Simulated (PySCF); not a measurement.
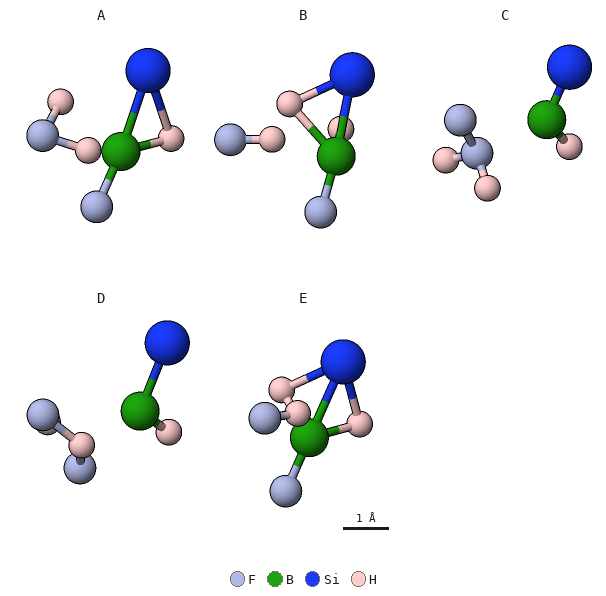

5 geometries from one relaxation of BSiH₃F₂, in shuffled order. Style: ball-and-stick. Shown from a free direction.

It is one of the separated reactants of a reaction.

Level of theory: PySCF, RKS PBE-D4/def2-SVP, density fitting. 

### Order the frames from highest to lowest energy.

C, D, A, B, E. They are steps 0, 9, 19, 31, 77, at +2881.3 kJ/mol, +549.9 kJ/mol, +319.4 kJ/mol, +39.8 kJ/mol relative to the last. An H atom moves most after the best rigid fit: 1.76 Å. By element the largest moves are H 1.76 Å, F 1.60 Å, B 1.13 Å, Si 0.61 Å. Some distances before and after: F–F 1.200 → 3.160 Å, F–H 0.910 → 2.716 Å, H–Si 3.488 → 1.686 Å, F–H 0.910 → 2.344 Å. New bonds form, among them: B–F (2.03 → 1.32 Å), B–H (2.49 → 1.40 Å), F–H (1.72 → 0.95 Å), H–Si (3.49 → 1.69 Å). Bonds break, among them: F–F (1.20 → 3.16 Å), F–H (0.91 → 2.34 Å), F–H (0.91 → 2.72 Å). Bond angles that change, for instance: Si–B–H 116.7° → 59.9°. After 77 geometry steps the energy has fallen by 2881.3 kJ/mol.
